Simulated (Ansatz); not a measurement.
Consider C2H3F2NSi (SMILES C[Si](F)(F)C#N).

```xyz
9

C    -0.4298   -0.9659    0.7299
Si    0.4881    0.0602   -0.5135
F     2.0151   -0.0735   -0.1511
F     0.3348   -0.5832   -1.9642
C    -0.0032    1.8677   -0.5587
N    -0.3328    3.0067   -0.5391
H    -0.3090   -0.5338    1.7365
H    -1.5105   -0.8712    0.4881
H    -0.1642   -1.9533    0.7550
```

The fields and orbitals are those of the mean-field reference, not of the correlated method.

These are results of Ansatz 0.2.0, MP2, Gaussian basis, not measurements.

What can the converged electron density and electron localisation function tell about the bonding?

Answer. C–N (1.19 Å): ρ is about 3.4 e/Å³ halfway; the ELF peaks at about 0.85 between the atoms; a short, multiple covalent bond.
C–Si (1.86 Å): the density is about 1.1 e/Å³ at the midpoint; the ELF peaks at about 1 between the atoms; a covalent bond.
C–H (1.02 Å): the density is about 2.2 e/Å³ at the midpoint; the ELF climbs to about 1 towards the hydrogen, as it does in any bond to H: an ordinary covalent bond to hydrogen.

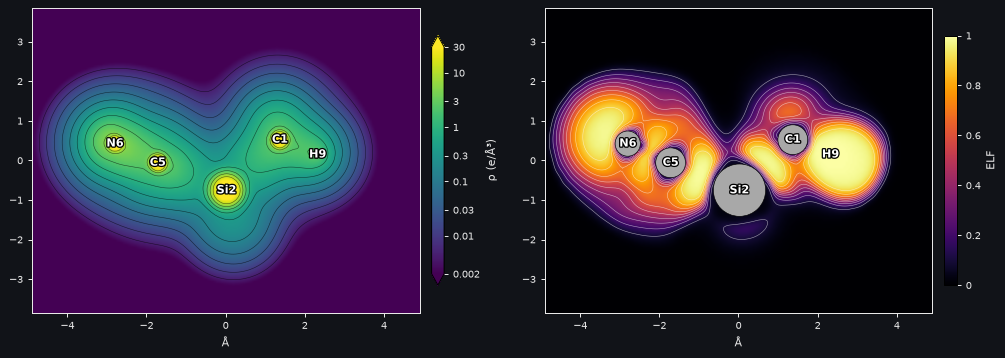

Computed electron density and electron localisation function on the plane of atoms Si2, C1 and H9, in this order. Grey discs cover the atomic cores in the ELF map. 
